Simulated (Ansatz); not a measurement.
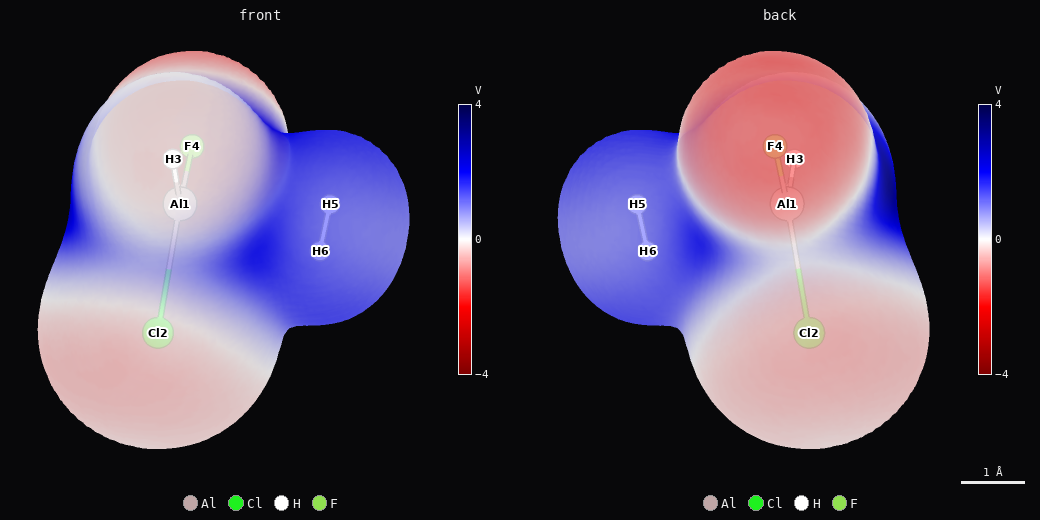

Figure 1: AlClFH···H2. The molecular electrostatic potential painted on the density surface at 0.002 e/bohr³, seen from the front and from behind; the colour scale runs from red (negative) to blue (positive).

These are results of RKS BLYP-D4/def2-SVP in Ansatz, not measurements.

```xyz
6

Al    0.0226    0.1566    0.2313
Cl   -0.0579    0.7667    2.2574
H     1.3665    0.0846   -0.5805
F    -1.4350   -0.0409   -0.5736
H     0.0149   -2.2387    0.5217
H     0.1204   -1.9939    1.2437
```

### Where is the surface potential most negative and most positive?

The most negative region (about −1.2 V) lies over F4, the most positive (about +3.1 V) over Al1.
